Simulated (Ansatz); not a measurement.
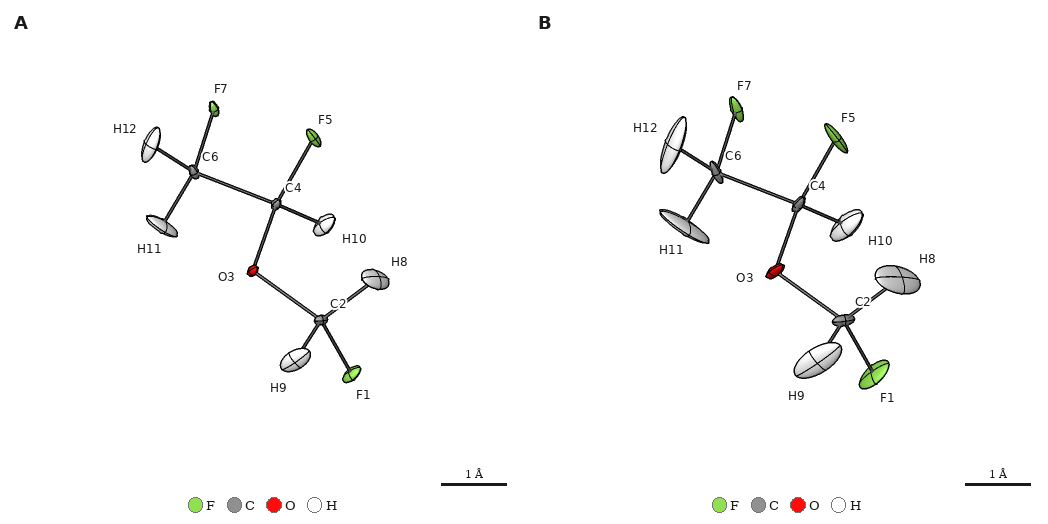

Displacement ellipsoids at the 50 % level, scaled by 0.7, from the internal vibrations of the free molecule (harmonic, no overall translation or rotation; no half-axis is drawn under 0.075 Å). Vibrations computed with RKS PBE0-D4/def2-TZVP (Ansatz 0.2.0). One panel is for 200 K, the other for 600 K.

### Which panel is for 600 K?

B.

### How much does the mean-square displacement of F1 grow, and why?

U_eq goes from 0.0140 to 0.0407 Å², a factor of 2.9. Modes below kT (417 cm⁻¹ at 600 K) grow about in proportion to T, and the lowest lies at 52 cm⁻¹; the mean-square amplitude of a mode is its zero-point value times coth(ħω/2kT), which comes close to 1 only above about 3kT.
